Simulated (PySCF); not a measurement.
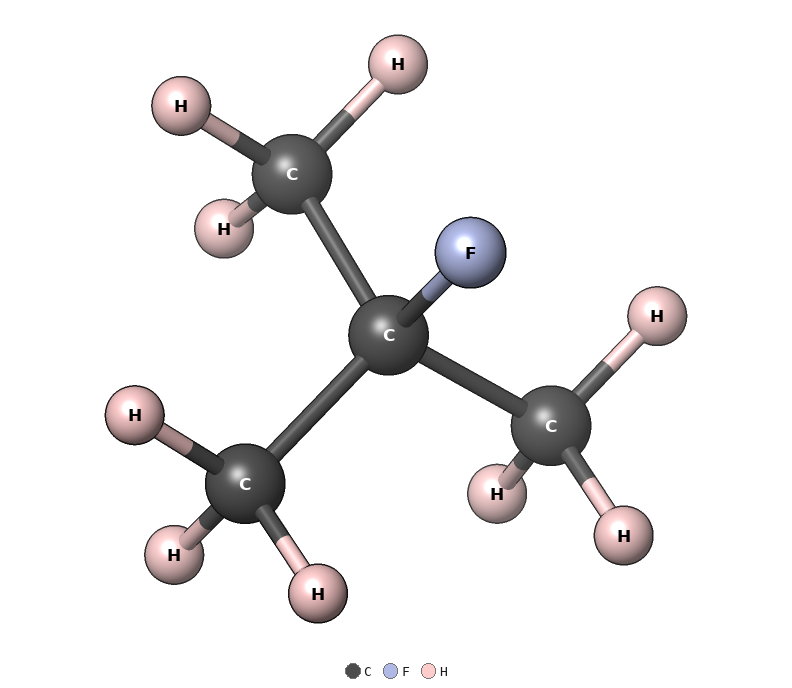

Every bond is drawn as one stick, whatever its order.

Computed geometry: PBE0-D3(BJ)/def2-SVP optimisation. No frequency run is at hand to confirm it as a minimum.

> Count the atoms of each element.

C4H9F, 14 atoms: 4 carbon, 9 hydrogen and 1 fluorine.

> Describe its rings.

It has no ring.

> Write the SMILES.

CC(C)(C)F

> Count the bonded pairs by element.

9 C–H, 3 C–C, 1 C–F.

More results for the same structure follow; atom numbers are the same in all pictures, views and colours differ.

### Geometry

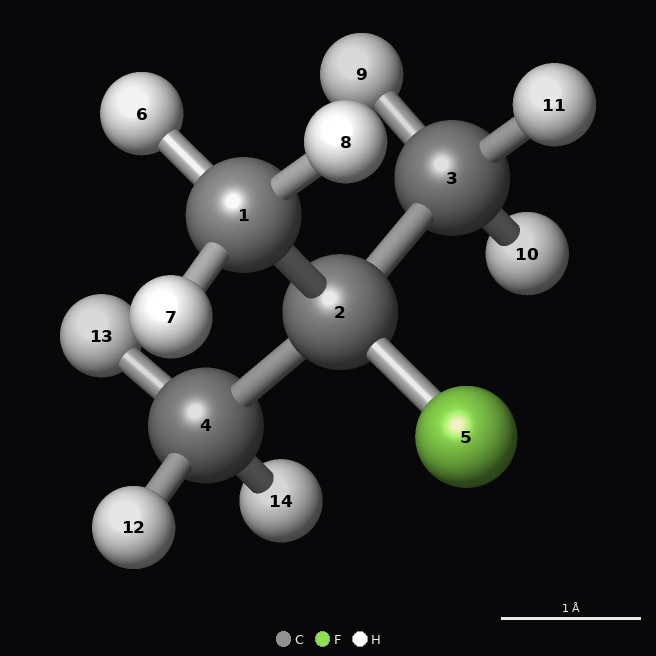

Numbered structure. No frequency run is at hand to confirm it as a minimum.

List the bonds and their lengths.

| bond | length (Å) | order |
| --- | --- | --- |
| C1–C2 | 1.518 | single |
| C1–H6 | 1.100 | single |
| C1–H7 | 1.100 | single |
| C1–H8 | 1.100 | single |
| C2–C3 | 1.518 | single |
| C2–C4 | 1.518 | single |
| C2–F5 | 1.397 | single |
| C3–H9 | 1.100 | single |
| C3–H10 | 1.100 | single |
| C3–H11 | 1.100 | single |
| C4–H12 | 1.100 | single |
| C4–H13 | 1.100 | single |
| C4–H14 | 1.100 | single |

### Electronic properties

No frequency run is at hand to confirm it as a minimum. Level of theory: B3LYP/pcJ-1, gas phase (PySCF 2.14.0).

> Give the dipole moment at this level.

1.85 D.

> Estimate the LUMO energy (Kohn–Sham orbital).

1.02 eV.

> Estimate the HOMO energy (Kohn–Sham orbital).

−8.87 eV.

### Charges

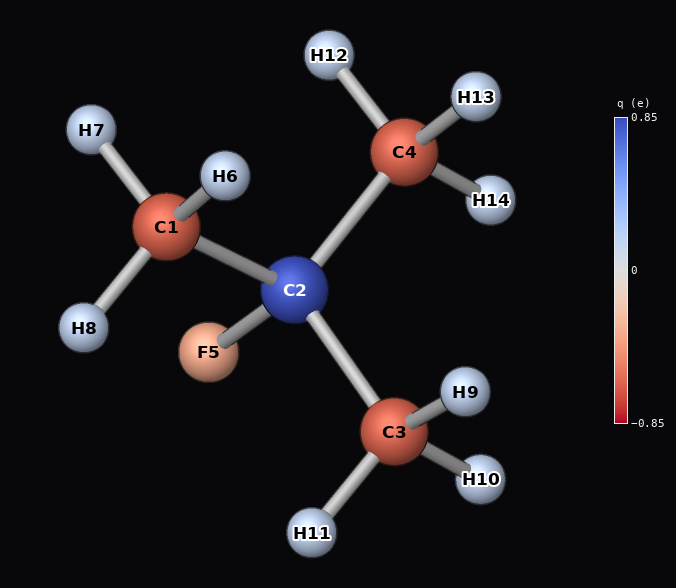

Atoms are coloured by their ESP-fitted charges. No frequency run is at hand to confirm it as a minimum. Properties computed with PBE0/pcSseg-1, gas phase (PySCF 2.14.0).

> Which atom carries the highest charge (most positive or least negative)?

C2 (0.81 e).

> And the lowest?

C1, C3, C4 (−0.61 e).

List the ESP-fitted charges.

| atom | value (e) |
| --- | --- |
| C1 | −0.61 |
| C2 | 0.81 |
| C3 | −0.61 |
| C4 | −0.61 |
| F5 | −0.34 |
| H6 | 0.15 |
| H7 | 0.15 |
| H8 | 0.15 |
| H9 | 0.15 |
| H10 | 0.15 |
| H11 | 0.15 |
| H12 | 0.15 |
| H13 | 0.15 |
| H14 | 0.15 |

### NMR shielding

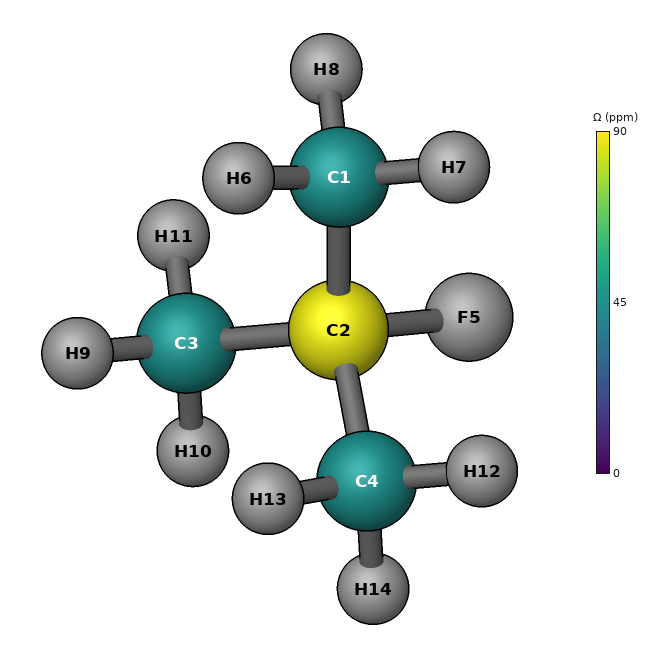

The C atoms are coloured by the span of their shielding tensor. No frequency run is at hand to confirm it as a minimum. Level of theory: GIAO PBE0/pcSseg-1 NMR shielding, non-relativistic, gas phase (PySCF 2.14.0). Principal shieldings σ11 ≤ σ22 ≤ σ33, span Ω = σ33 − σ11, skew κ = 3(σiso − σ22)/Ω.

> Which C atom has the most anisotropic shielding?

C2, with a span of 87 ppm.

Give the shielding tensors of the C atoms.

| atom | σ11 | σ22 | σ33 | σiso | Ω | κ |
| --- | --- | --- | --- | --- | --- | --- |
| C1, C3, C4 | 139.4 | 139.7 | 184.7 | 154.6 | 45.3 | 0.99 |
| C2 | 65.6 | 65.7 | 152.1 | 94.5 | 86.5 | 1.00 |

Shieldings and span in ppm.
